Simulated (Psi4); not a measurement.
# SCl2O2 (sulfuryl chloride) at MP2/cc-pVDZ

Aim: the energy change on altering one bond length of SCl2O2 (sulfuryl chloride) at MP2/cc-pVDZ, from 2 runs. 

Program for the calculation: Psi4 1.11.

1 further run of the same task is left out (it didn't finish).

## 1. Starting point

SCl2O2 has 5 atoms, charge 0, and is taken as a singlet. As SMILES, `O=S(=O)(Cl)Cl`. The shape is that of a PBE0-D4/def2-TZVP optimisation.

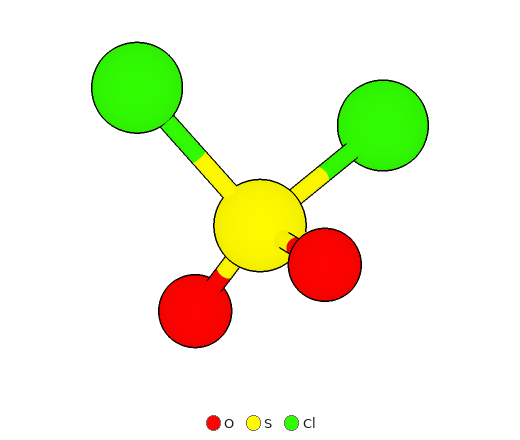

The structure, seen from a chosen angle (oxygen red, sulfur yellow, chlorine green).

## 2. The energy at MP2/cc-pVDZ

File run_ase.py:

```python
import numpy as np
from ase.calculators.psi4 import Psi4
from ase import Atoms

a = Atoms(['O', 'S', 'O', 'Cl', 'Cl'], positions=[
    [0.866100, 0.300300, -1.246600],
    [-0.068500, 0.126800, -0.197800],
    [-1.381700, 0.653700, -0.241000],
    [-0.209600, -1.845200, 0.179900],
    [0.793700, 0.764400, 1.505600],
])
calc = Psi4(atoms=a, method='mp2', basis='cc-pVDZ', memory='1600MB', num_threads=1, charge=0, multiplicity=1, label='calc')
calc.psi4.set_options({'puream': True, 'e_convergence': 1e-09, 'd_convergence': 1e-08, 'scf_type': 'pk', 'num_frozen_docc': 17, 'mp2_type': 'conv'})
a.calc = calc

print(f'energy: {a.get_potential_energy():.6f} eV')
```

On the command line:

```
python run_ase.py
```

calc.dat:

```text
[...]
  Running in c1 symmetry.
[...]
  Nuclear repulsion =  404.866142157148261
[...]
  Multiplicity = 1
[...]
  Nalpha       = 33
  Nbeta        = 33
[...]
    Number of basis functions: 82
[...]
   @RHF iter   1: -1465.89735151618424    6.67994e-01   9.12670e-03 ADIIS/DIIS
[...]
   @RHF iter  12: -1466.13914064749292   -1.02318e-11   7.86561e-09 DIIS
[...]
    Orbital Energies [Eh]
    ---------------------
    Doubly Occupied:
       1A   -104.899832     2A   -104.899817     3A    -92.303610
       4A    -20.619562     5A    -20.619519     6A    -10.629112
       7A    -10.629080     8A     -9.274966     9A     -8.096536
      10A     -8.096521    11A     -8.092283    12A     -8.092268
      13A     -8.092138    14A     -8.092123    15A     -6.959317
      16A     -6.958575    17A     -6.958439    18A     -1.551223
      19A     -1.429712    20A     -1.211158    21A     -1.165858
      22A     -0.886711    23A     -0.754639    24A     -0.741866
      25A     -0.710906    26A     -0.586252    27A     -0.575230
      28A     -0.572332    29A     -0.547270    30A     -0.519376
      31A     -0.503376    32A     -0.501327    33A     -0.501158
[...]
  @RHF Final Energy: -1466.13914064749292
   => Energetics <=
    Nuclear Repulsion Energy =            404.8661421571482606
    One-Electron Energy =               -2829.8663814918027128
    Two-Electron Energy =                 958.8610986871614159
    Total Energy =                      -1466.1391406474931500
[...]
 Multipole Moments:
 ------------------------------------------------------------------------------------
     Multipole            Electronic (a.u.)      Nuclear  (a.u.)        Total (a.u.)
 ------------------------------------------------------------------------------------
 L = 1.  Multiply by 2.5417464519 to convert [e a0] to [Debye]
 Dipole X            :          0.6364392           -0.4051014            0.2313378
 Dipole Y            :         -1.1773789            0.7495985           -0.4277804
 Dipole Z            :          1.8355522           -1.1689849            0.6665672
 Magnitude           :                                                    0.8251213
[...]
	SCS-MP2 Total Energy (a.u.)        : -1466.89445214446732
	SOS-MP2 Total Energy (a.u.)        : -1466.81998161174806
	SCSN-MP2 Total Energy (a.u.)       : -1466.53234506025115
[...]
	SOS-PI-MP2 Total Energy (a.u.)     : -1466.93345510579070
[...]
	MP2 Total Energy (a.u.)            : -1466.92991971586366
[...]
```

The script printed:

```text
energy: -39917.196316 eV
```

It took 49 s on 1 thread of Intel Xeon Platinum 8259CL at 2.50GHz (Skylake/Cascade Lake), shared host; peak memory 0.39 GiB.

## 3. The distorted shape at the same level

File input.json:

```json
{
  "schema_name": "qcschema_input",
  "schema_version": 1,
  "molecule": {
    "schema_name": "qcschema_molecule",
    "schema_version": 2,
    "symbols": ["O", "S", "O", "Cl", "Cl"],
    "geometry": [1.95666589, 5.03941958, -3.21224906, 0.19052786, 4.7115521, -1.2303043, -2.29106049, 5.7072488, -1.31194047, -0.3960866, -3.48692265, 0.33996173, 1.81984972, 5.91644148, 1.98865518],
    "molecular_charge": 0,
    "molecular_multiplicity": 1,
    "fix_symmetry": "c1",
    "fix_com": true,
    "fix_orientation": true
  },
  "driver": "energy",
  "model": {
    "method": "mp2",
    "basis": "cc-pVDZ"
  },
  "keywords": {
    "puream": true,
    "e_convergence": 1e-09,
    "d_convergence": 1e-08,
    "scf_type": "pk",
    "num_frozen_docc": 17,
    "mp2_type": "conv"
  }
}
```

On the command line:

```
psi4 --qcschema input.json -n 1 --memory 1600MB
```

stdout:

```text
[...]
  Running in c1 symmetry.
[...]
  Nuclear repulsion =  322.906335812876534
[...]
  Multiplicity = 1
[...]
  Nalpha       = 33
  Nbeta        = 33
[...]
    Number of basis functions: 82
[...]
   @RHF iter   1: -1465.59394888973020    2.94736e-01   9.29096e-03 ADIIS/DIIS
[...]
   @RHF iter  22: -1465.94156776530963    0.00000e+00   3.00341e-09 DIIS
[...]
    Orbital Energies [Eh]
    ---------------------
    Doubly Occupied:
       1A   -104.960014     2A   -104.802227     3A    -92.318851
       4A    -20.698629     5A    -20.698593     6A    -10.687566
       7A    -10.521260     8A     -9.297710     9A     -8.155042
      10A     -8.150291    11A     -8.150086    12A     -7.988409
      13A     -7.985238    14A     -7.985235    15A     -6.981158
      16A     -6.979575    17A     -6.979267    18A     -1.602889
      19A     -1.490213    20A     -1.236883    21A     -0.995746
      22A     -0.935774    23A     -0.791010    24A     -0.767312
      25A     -0.763874    26A     -0.633825    27A     -0.612895
      28A     -0.596955    29A     -0.573817    30A     -0.558346
      31A     -0.413149    32A     -0.413044    33A     -0.331914
[...]
  @RHF Final Energy: -1465.94156776530963
   => Energetics <=
    Nuclear Repulsion Energy =            322.9063358128765344
    One-Electron Energy =               -2665.5822105179654500
    Two-Electron Energy =                 876.7343069397794579
    Total Energy =                      -1465.9415677653096282
[...]
 Multipole Moments:
 ------------------------------------------------------------------------------------
     Multipole            Electronic (a.u.)      Nuclear  (a.u.)        Total (a.u.)
 ------------------------------------------------------------------------------------
 L = 1.  Multiply by 2.5417464519 to convert [e a0] to [Debye]
 Dipole X            :        -24.0605150           24.5772620            0.5167470
 Dipole Y            :       -200.1745431          202.6600007            2.4854577
 Dipole Z            :         16.5727806          -16.2918976            0.2808830
 Magnitude           :                                                    2.5540992
[...]
	SCS-MP2 Total Energy (a.u.)        : -1466.81131336458179
	SOS-MP2 Total Energy (a.u.)        : -1466.79955511114667
	SCSN-MP2 Total Energy (a.u.)       : -1466.35212620391030
[...]
	SOS-PI-MP2 Total Energy (a.u.)     : -1466.86555413774954
[...]
	MP2 Total Energy (a.u.)            : -1466.83482987145226
[...]
```

The result, in JSON:

```text
{
 "driver": "energy",
 "model": {
  "method": "mp2",
  "basis": "cc-pVDZ"
 },
 "success": true,
 "return_result": -1466.8348298714523,
 "properties": {
  "calcinfo_nbasis": 82,
  "calcinfo_nmo": 82,
  "calcinfo_nalpha": 33,
  "calcinfo_nbeta": 33,
  "calcinfo_natom": 5,
  "nuclear_repulsion_energy": 322.90633581287653,
  "return_energy": -1466.8348298714523,
  "scf_one_electron_energy": -2665.5822105179654,
  "scf_two_electron_energy": 876.7343069397795,
  "scf_dipole_moment": [0.5167469914224938, 2.485457661053431, 0.28088303205709053],
  "scf_total_energy": -1465.9415677653096,
  "scf_iterations": 22,
  "mp2_same_spin_correlation_energy": -0.233271840114048,
  "mp2_opposite_spin_correlation_energy": -0.6599902660285695,
  "mp2_singles_energy": 0.0,
  "mp2_doubles_energy": -0.8932621061426174,
  "mp2_correlation_energy": -0.8932621061426289,
  "mp2_total_energy": -1466.8348298714523
 }
}
```

Run time: 38 s. Hardware: 1 thread of Intel Xeon Platinum 8259CL at 2.50GHz (Skylake/Cascade Lake), shared host; peak memory 0.38 GiB.

## 4. Summary of results

Level: MP2/cc-pVDZ, 17 core orbitals frozen.

| quantity | value |
| --- | --- |
| first shape: total energy | -1466.92992 Eh |
| first shape: HOMO energy (Hartree–Fock orbitals) | -13.64 eV |
| first shape: LUMO energy (Hartree–Fock orbitals) | 0.95 eV |
| first shape: HOMO–LUMO gap (Hartree–Fock orbitals) | 14.59 eV |
| first shape: correlation energy (17 core orbitals frozen) | -790.8 mEh |
| distorted shape: total energy | -1466.83483 Eh |
| distorted shape: HOMO energy (Hartree–Fock orbitals) | -9.03 eV |
| distorted shape: LUMO energy (Hartree–Fock orbitals) | -5.36 eV |
| distorted shape: HOMO–LUMO gap (Hartree–Fock orbitals) | 3.68 eV |
| distorted shape: correlation energy (17 core orbitals frozen) | -893.3 mEh |
| energy change with the S2–Cl4 bond stretched from 2.013 to 4.428 Å | 2.588 eV |

What this shows: One bond (distorted shape) is far stretched, which a spin-restricted single reference describes badly; perturbation theory on it can break down and give far too much correlation. With the S2–Cl4 bond stretched from 2.013 to 4.428 Å the energy rises by 2.59 eV (60 kcal/mol). The first shape isn't relaxed at this level, so the change isn't measured from a minimum. A restricted reference can't describe the breaking bond well at this length.
